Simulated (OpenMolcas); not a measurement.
**C2HF3O2: energy and gradient calculation (part 2 of 2)**

C2HF3O2, SMILES O=C(O)C(F)(F)F; HCTH407/cc-pVTZ, RKS (OpenMolcas 26.06). The geometry comes from this level: GFN2-xTB.

Geometry of the input (Å):
```
O  1.7223  -0.3186  0.2096
C  0.5326  -0.3569  0.2146
O  -0.2286  -1.2937  0.7406
C  -0.3680  0.7414  -0.4310
F  0.3615  1.7256  -0.9473
F  -1.1967  1.2755  0.4714
F  -1.1178  0.2291  -1.4123
H  0.2949  -2.0024  1.1543
```

The program's output, continued
```
++    Optimization specifications:
      ----------------------------

      SCF Algorithm: LK-RI/DF
      LK screening threshold:                     4.50E-02
      Local-Exchange (LK) algorithm.
       - the density matrix is decomposed
      D(i)-D(i-1) density differences are used
      Number of density matrices in core                 5
      Maximum number of NDDO SCF iterations            400
      Maximum number of HF SCF iterations              400
      Threshold for SCF energy change             1.00E-09
      Threshold for density matrix                1.00E-04
      Threshold for Fock matrix                   1.50E-04
      Threshold for linear dependence             1.00E-09
      Threshold at which DIIS is turned on        1.50E-01
      Maximum depth in the DIIS procedure                5
      Maximum depth in the BFGS Hessian update          30
      Threshold at which QNR/C2DIIS is turned on  7.50E-02
      Threshold for Norm(delta) (QNR/C2DIIS)      1.00E-03
      All orbitals punched on: SCFORB
--

      Input vectors read from INPORB
      Orbital file label: *Guess orbitals

++ Convergence information
                                   [...]      iterations: Energy and convergence statistics

Iter     Tot. [...]      One-elec.       Two-elec.     Energy      Max Dij or  Max Fij      DNorm      TNorm      AccCon     Time
         Energy          Energy          Energy        Change      Delta Norm                                                in Sec.
   1  -525.743547845 -1450.778648590   588.330598861   0.00E+00    7.43E-01*   1.87E-01*    1.10E+01   3.50E+02   None         6.
   2  -522.148735175 -1464.780893241   605.927656182   3.59E+00*   1.43E-01*   1.44E-01*    1.06E+01   3.59E+02   EDIIS        5.
   3  -526.714055583 -1459.895429602   596.476872135  -4.57E+00*   7.60E-01*   9.59E-02*    4.22E+00   3.54E+02   c2DIIS       5.
   4  -525.885503058 -1455.867770058   593.277765115   8.29E-01*   1.34E-01*   8.65E-02*    4.07E+00   3.53E+02   c2DIIS       5.
   5  -526.859468396 -1457.018712001   593.454741721  -9.74E-01*   3.41E-02*   1.05E-02*    9.18E-01   3.53E+02   c2DIIS       5.
   6  -526.863275900 -1457.866455272   594.298677487  -3.81E-03*   9.61E-02*   1.45E-02*    3.81E-01   3.53E+02   QNRc2DIIS    4.
   7  -526.851093614 -1457.340296653   593.784701155   1.22E-02*   6.80E-02*   3.10E-02*    6.26E-01   3.53E+02   QNRc2DIIS    5.
   8  -526.867140146 -1457.593443928   594.021801898  -1.60E-02*   1.24E-02*   8.74E-03*    4.13E-01   3.53E+02   QNRc2DIIS    5.
   9  -526.867617910 -1457.628423893   594.056304099  -4.78E-04*   1.82E-03*   6.87E-04*    6.88E-02   3.53E+02   QNRc2DIIS    5.
  10  -526.867629236 -1457.649227502   594.077096382  -1.13E-05*   6.16E-04    1.99E-04*    1.37E-02   3.53E+02   QNRc2DIIS    5.
  11  -526.867630001 -1457.650061218   594.077929332  -7.66E-07*   3.68E-04    7.18E-05     4.81E-03   3.53E+02   QNRc2DIIS    5.
  12  -526.867630090 -1457.650247037   594.078115062  -8.92E-08*   1.56E-04    3.56E-05     2.80E-03   3.53E+02   QNRc2DIIS    5.
  13  -526.867630146 -1457.649698786   594.077566756  -5.57E-08*   3.37E-05    8.29E-06     1.15E-03   3.53E+02   QNRc2DIIS    5.
  14  -526.867630149 -1457.650080417   594.077948384  -3.18E-09*   6.02E-06    1.69E-06     2.72E-04   3.53E+02   QNRc2DIIS    5.
  15  -526.867630149 -1457.649970787   594.077838753  -2.90E-11    2.82E-06    1.37E-06     4.11E-05   3.53E+02   QNRc2DIIS    5.

       Convergence after  15 Iterations
--

 *****************************************************************************************************************************
 *                                             SCF/KS-DFT Program, Final results                                             *
 *                                                       Final Results                                                       *
 *****************************************************************************************************************************

::    Total KS-DFT energy                            -526.8676301494
      One-electron energy                           -1457.6499707871
      Two-electron energy                             594.0778387533
      Nuclear repulsion energy                        336.7045018844
      Kinetic energy (interpolated)                   524.0342484663
      Virial theorem                                    1.0054068636
      Total spin, S(S+1)                                0.0000000000
      Total spin, S                                     0.0000000000
      Max non-diagonal density matrix element           0.0000025732
      Max non-diagonal Fock matrix element              0.0000008946

      All orbitals with orbital energies smaller than  E(LUMO)+0.5 are printed

++    Molecular orbitals:
      -------------------

      Title: RKS-DFT orbitals

      Molecular orbitals for symmetry species 1: a

          Orbital            1         2         3         4         5         6         7         8         9        10
          Energy          -24.2844  -24.2844  -24.2836  -18.8329  -18.7706  -10.1578  -10.0590   -1.2445   -1.1558   -1.1555
          Occ. No.          2.0000    2.0000    2.0000    2.0000    2.0000    2.0000    2.0000    2.0000    2.0000    2.0000

          Orbital           11        12        13        14        15        16        17        18        19        20
          Energy           -1.0764   -0.9910   -0.7111   -0.6289   -0.5646   -0.5601   -0.5472   -0.4672   -0.4494   -0.4315
          Occ. No.          2.0000    2.0000    2.0000    2.0000    2.0000    2.0000    2.0000    2.0000    2.0000    2.0000

          Orbital           21        22        23        24        25        26        27        28        29        30
          Energy           -0.4260   -0.4203   -0.3921   -0.3891   -0.3706   -0.3661   -0.3278   -0.2762   -0.0790   -0.0196
          Occ. No.          2.0000    2.0000    2.0000    2.0000    2.0000    2.0000    2.0000    2.0000    0.0000    0.0000

          Orbital           31        32        33        34        35        36        37        38        39        40
          Energy            0.0796    0.1208    0.1308    0.1334    0.1891    0.2130    0.2332    0.2338    0.2608    0.2989
          Occ. No.          0.0000    0.0000    0.0000    0.0000    0.0000    0.0000    0.0000    0.0000    0.0000    0.0000

          Orbital           41        42        43
          Energy            0.3128    0.3368    0.3749
          Occ. No.          0.0000    0.0000    0.0000

--

++    Molecular charges:
      ------------------

      Mulliken charges per centre and basis function type
      ---------------------------------------------------

                O1      C2      O3      C4      F5      F6      F7      H8
      1s       3.6981  3.1154  3.6835  2.9235  3.8721  3.8748  3.8750  0.6777
      2px      1.3766  0.8309  1.5935  0.7517  1.7685  1.7144  1.7445  0.0223
      2pz      1.4543  0.8279  1.5760  0.7217  1.8137  1.7062  1.6564  0.0284
      2py      1.6510  0.8536  1.3120  0.8047  1.6397  1.8162  1.8363  0.0274
      3d2+     0.0112  0.0464  0.0053  0.0660  0.0035  0.0021  0.0018  0.0018
      3d1+     0.0115  0.0624  0.0062  0.0631  0.0023  0.0052  0.0055  0.0012
      3d0      0.0036  0.0245  0.0033  0.0706  0.0021  0.0030  0.0033  0.0014
      3d1-     0.0002  0.0131  0.0045  0.0637  0.0038  0.0031  0.0035  0.0013
      3d2-     0.0102  0.0888  0.0106  0.0599  0.0052  0.0032  0.0023  0.0018
      4f3+     0.0006  0.0035  0.0003  0.0044  0.0002  0.0000  0.0000  0.0000
      4f2+     0.0005  0.0036  0.0002  0.0077  0.0001  0.0001  0.0001  0.0000
      4f1+     0.0003  0.0020  0.0001  0.0065  0.0000  0.0002  0.0002  0.0000
      4f0      0.0003  0.0023  0.0003  0.0051  0.0001  0.0001  0.0001  0.0000
      4f1-     0.0000  0.0023  0.0003  0.0053  0.0001  0.0001  0.0001  0.0000
      4f2-     0.0000  0.0018  0.0004  0.0066  0.0002  0.0002  0.0002  0.0000
      4f3-     0.0007  0.0063  0.0002  0.0049  0.0001  0.0001  0.0000  0.0000
      Total    8.2192  5.8848  8.1966  5.5656  9.1118  9.1291  9.1295  0.7634

      N-E     -0.2192  0.1152 -0.1966  0.4344 -0.1118 -0.1291 -0.1295  0.2366

      Total electronic charge=   56.000000

      Total            charge=   -0.000000
--

++    Molecular properties:
      ---------------------

      Charge (e):
                      =   -0.0000
      Dipole Moment (debye):
      Origin of the operator (angstrom)=   -0.0960    0.3349   -0.1939
                   X= -4.1996E-01               Y= -2.0458E+00               Z=  1.1739E+00           Total=  2.3958E+00
      Quadrupole Moment (debye*angstrom):
      Origin of the operator (angstrom)=   -0.0960    0.3349   -0.1939
                  XX= -4.1691E+01              XY= -1.0844E+00              XZ=  5.4130E-01              YY= -3.0965E+01
                  YZ= -3.0056E+00              ZZ= -3.4441E+01
      In traceless form (debye*angstrom)
                  XX= -8.9876E+00              XY= -1.6266E+00              XZ=  8.1196E-01              YY=  7.1009E+00
                  YZ= -4.5085E+00              ZZ=  1.8867E+00
--

--- Stop Module: scf /rc=_RC_ALL_IS_WELL_ ---
--- Module scf spent 1 minute 15 seconds ---

--- Start Module: alaska ---

                                              &ALASKA

                       available to each process: 1.9 GB of memory, 1 thread

                     Threshold for contributions to the gradient: 1.000E-07

                    ********************************************
                    * Symmetry Adapted Cartesian Displacements *
                    ********************************************

           Irreducible representation : a
           Basis function(s) of irrep: x, y, xy, Rz, z, xz, Ry, yz, Rx, I

 Basis Label        Type   Center Phase
   1   O1           x         1     1
   2   O1           y         1     1
   3   O1           z         1     1
   4   C2           x         2     1
   5   C2           y         2     1
   6   C2           z         2     1
   7   O3           x         3     1
   8   O3           y         3     1
   9   O3           z         3     1
  10   C4           x         4     1
  11   C4           y         4     1
  12   C4           z         4     1
  13   F5           x         5     1
  14   F5           y         5     1
  15   F5           z         5     1
  16   F6           x         6     1
  17   F6           y         6     1
  18   F6           z         6     1
  19   F7           x         7     1
  20   F7           y         7     1
  21   F7           z         7     1
  22   H8           x         8     1
  23   H8           y         8     1
  24   H8           z         8     1

                     No automatic utilization of translational and rotational invariance of the energy is employed.

 DFT contribution computed for a moving grid.

 RI-ERI gradients!

 **************************************************
 *              Molecular gradients               *
 **************************************************

  Irreducible representation: a
 ------------------------------------------------------------------------------------------
                              X                       Y                       Z
 ------------------------------------------------------------------------------------------
  O1               -1.34001396916332E-02   -1.12398426210136E-03    4.31725143814621E-04
  C2               -6.17512477774085E-06   -8.26948892960622E-03    4.78179022010733E-03
  O3                1.53302813901686E-02    1.54479595001629E-02   -8.62576830348605E-03
  C4                1.44276112740060E-03   -3.67822804523410E-03    2.02590837600680E-03
  F5               -5.79220822687176E-03    4.42017945562867E-04   -4.68729282111724E-04
  F6                2.61648516324442E-03   -1.08094751752041E-03   -7.73032542455354E-03
  F7                1.98052171958096E-03    6.20767225764585E-03    5.01660261652859E-03
  H8               -2.17152635676632E-03   -7.94500094865302E-03    4.56879665362520E-03
 ------------------------------------------------------------------------------------------

--- Stop Module: alaska /rc=_RC_ALL_IS_WELL_ ---
--- Module alaska spent 15 seconds ---

.##################.
.# Happy landing! #.
.##################.

    Timing: Wall=100.10 User=95.35 System=4.71
```

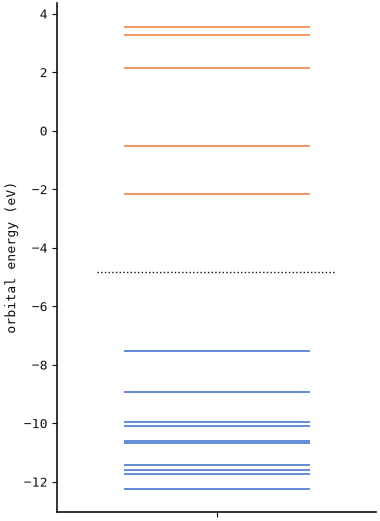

Orbital energies near the frontier; the dotted line parts filled from empty levels, and levels within 0.02 eV of each other stand side by side. Highest filled −7.52 eV, lowest empty −2.15 eV, 5.37 eV apart.

Key numbers

| quantity | value |
| --- | --- |
| outcome | converged |
| total energy | −526.867630 hartree |
| basis functions | 224 |
| largest force | 1.204 eV/Å |
| HOMO | −7.52 eV |
| LUMO | −2.15 eV |
| dipole moment | 2.40 debye |
| hardware | 1 thread of Arm Neoverse V2, 24 GiB of memory available, shared host |
| wall time | 1.7 min |
| peak memory | 0.55 GiB |
